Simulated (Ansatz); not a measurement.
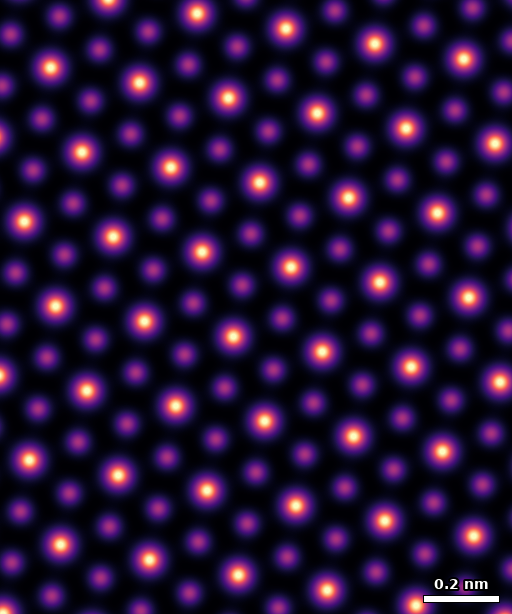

Projected-potential map of C. Computed as the sum of neutral-atom potentials (tabulated electron scattering factors, B = 0.3 Å²) projected along the beam and smoothed by 0.25 Å; brighter is more positive.

Give the net of the columns and its spacings.

The pattern repeats on a hexagonal net with a repeat of 2.5 Å.

What is the plane group of the image?

p6mm: sixfold points with mirror lines through them.

How many columns does the smallest repeating cell hold, and how many levels of brightness?

3 columns in the primitive cell of 5.3 Å², with 2 levels of brightness (about 100, 45 % of the brightest, counted from the darkest point).

The crystal is C (P6_3/mmc, No. 194) seen along [001]. Structure: the geometry relaxed at fixed volume with Ansatz 0.2.0, DFT PBE, spin-orbit coupling, plane waves, PAW.
